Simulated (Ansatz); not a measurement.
# Profile along the Cd–Cd line in Cd (hcp, Mg type)

Cd (hcp, Mg type)

```yaml
crystal:
  lattice:
    - [3.01593, 0.00000, 0.00000]
    - [-1.50796, 2.61187, 0.00000]
    - [0.00000, 0.00000, 5.82164]
  atoms:
    - { symbol: Cd, position: [0.33333, 0.66667, 0.75000] }
    - { symbol: Cd, position: [0.66667, 0.33333, 0.25000] }
```

Fields along a shortest Cd–Cd line of a (1 -1 0 0) plane (3.02 Å), from Cd to Cd, interpolated on the slice's grid (step about 0.3 Å). Level of theory: PBE (plane waves to 420 eV, PAW, scalar-relativistic; Ansatz, a quantum-chemistry and plane-wave program). k mesh 18×18×8. These are valence fields of a PAW run, semicore shells included where kept as valence: close to a nucleus they are smooth pseudo fields. Cd was relaxed with its symmetry unable to fall. The PAW data are Ansatz's earlier set. The relaxed volume of Cd is well above the measured one; the method has no dispersion term.

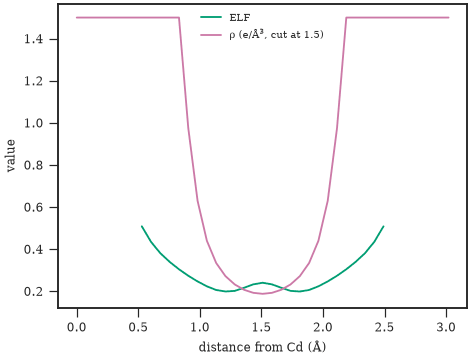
*ELF (away from the nuclei) and valence density from Cd to Cd.*

Density on the Cd–Cd line (3.02 Å) at its midpoint: 0.19 e/Å³. ELF at that point: 0.24.
